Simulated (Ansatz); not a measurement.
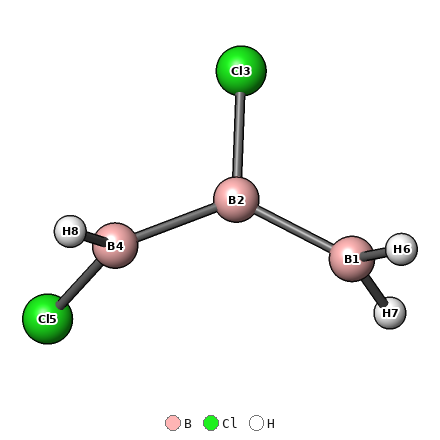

The system is B3Cl2H3, SMILES BB(Cl)BCl; the picture shows the reference structure. Coordinates scanned: (1) angle H6–B1–B2; (2) dihedral H6–B1–B2–B4. Nothing is relaxed (all other coordinates rigid). The grid has 13 × 12 points. Points are written as (first, second). Energies are in eV, from the lowest grid point. Method: RKS PBE0-D4/def2-TZVP in Ansatz 0.2.0.

Its coordinates:

```xyz
8

B     0.0838    1.4979    0.3310
B     0.2669   -0.1439    0.3760
Cl    0.9765   -0.8004    1.8551
B    -0.1347   -1.2672   -0.7993
Cl   -1.7455   -1.9364   -0.8030
H     0.9489    2.2125   -0.0881
H    -0.9194    2.0216    0.7227
H     0.6111   -1.6567   -1.6477
```

Range: angle H6–B1–B2 from 96.5 to 146.5°; dihedral H6–B1–B2–B4 from −180 to 150°.

### What will the energy surface look like?

The lowest grid point is at (121.5°, −90°); the map holds 2 wells of about this depth. The highest grid point, (96.5°, 0°), lies 0.96 eV above the lowest. On the interpolated surface the easiest way out of the lowest well to a well of about the same depth near (121.5°, 90°) passes a barrier of about 0.47 eV. Round the minimum the two coordinates are nearly uncoupled.

```csv
"dihedral H6–B1–B2–B4 ↓, angle H6–B1–B2 →",96.5,100.7,104.8,109.0,113.2,117.3,121.5,125.7,129.8,134.0,138.2,142.3,146.5
150,0.75,0.62,0.52,0.44,0.38,0.35,0.34,0.35,0.38,0.44,0.52,0.61,0.74
120,0.46,0.35,0.26,0.19,0.15,0.12,0.11,0.12,0.15,0.20,0.27,0.36,0.48
90,0.34,0.23,0.15,0.09,0.04,0.01,0.00,0.01,0.04,0.09,0.16,0.25,0.36
60,0.48,0.37,0.27,0.20,0.15,0.11,0.10,0.11,0.14,0.19,0.26,0.35,0.46
30,0.78,0.65,0.54,0.45,0.39,0.35,0.33,0.34,0.37,0.42,0.50,0.60,0.72
0,0.96,0.81,0.69,0.60,0.53,0.49,0.47,0.48,0.51,0.56,0.64,0.74,0.87
−30,0.79,0.66,0.55,0.46,0.39,0.36,0.34,0.35,0.38,0.43,0.50,0.60,0.72
−60,0.49,0.37,0.28,0.21,0.15,0.12,0.11,0.11,0.14,0.19,0.26,0.35,0.47
−90,0.34,0.24,0.15,0.09,0.04,0.01,0.00,0.01,0.04,0.09,0.16,0.25,0.36
−120,0.46,0.35,0.26,0.19,0.14,0.11,0.10,0.11,0.14,0.20,0.27,0.36,0.47
−150,0.74,0.62,0.52,0.44,0.38,0.35,0.33,0.35,0.38,0.43,0.51,0.61,0.73
−180,0.91,0.77,0.66,0.58,0.52,0.48,0.47,0.48,0.51,0.57,0.65,0.76,0.88
```

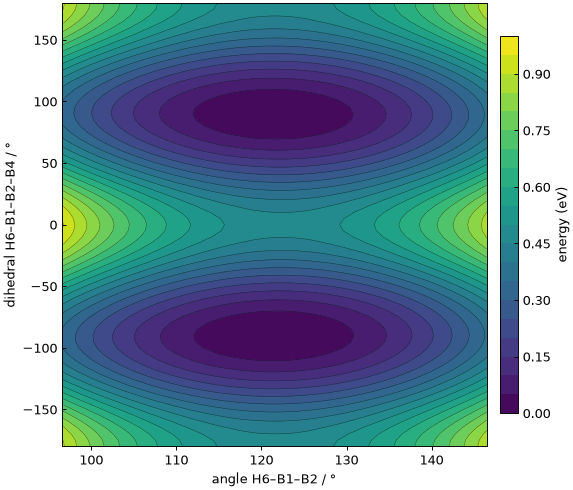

In the figure: filled contours. Between grid points the surface is interpolated.

Time for the 156 points that were run: 46 min on 1 thread of Arm Neoverse N1, on a shared host.
